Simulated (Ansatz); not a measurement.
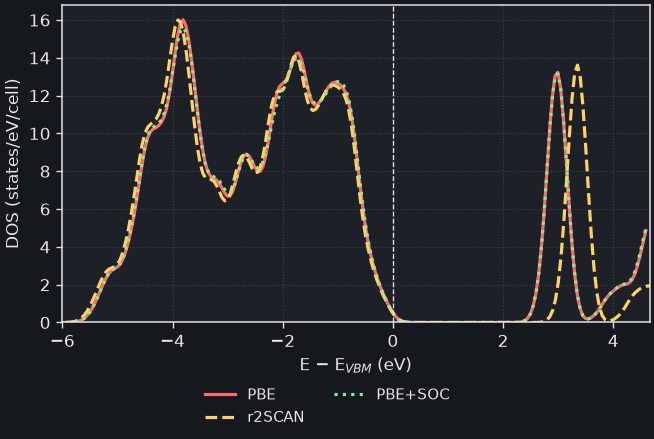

Total densities of states of Hf$_{3}$TiO$_{8}$, space group Cmmm, 12 atoms in the cell, rutile host type, by three methods on the same cell. The curves are built from the levels of the k mesh with Gaussians 0.3 eV wide, which also blur the band edges. Each is counted from its own valence-band top.

> How do the methods compare?

PBE gives a gap of 2.61 eV, r2SCAN gives a gap of 3.00 eV and PBE+SOC gives a gap of 2.61 eV.

Settings. PBE: DFT, PBE, plane waves, PAW, no spin polarisation, 6×6×4 k mesh, 420 eV cutoff (Ansatz 0.2.0). r2SCAN: DFT, r2SCAN, plane waves, PAW, no spin polarisation, 6×6×4 k mesh, 500 eV cutoff (Ansatz). PBE+SOC: DFT, PBE with spin-orbit coupling, plane waves, PAW, 6×6×4 k mesh, 420 eV cutoff (Ansatz 0.2.0).
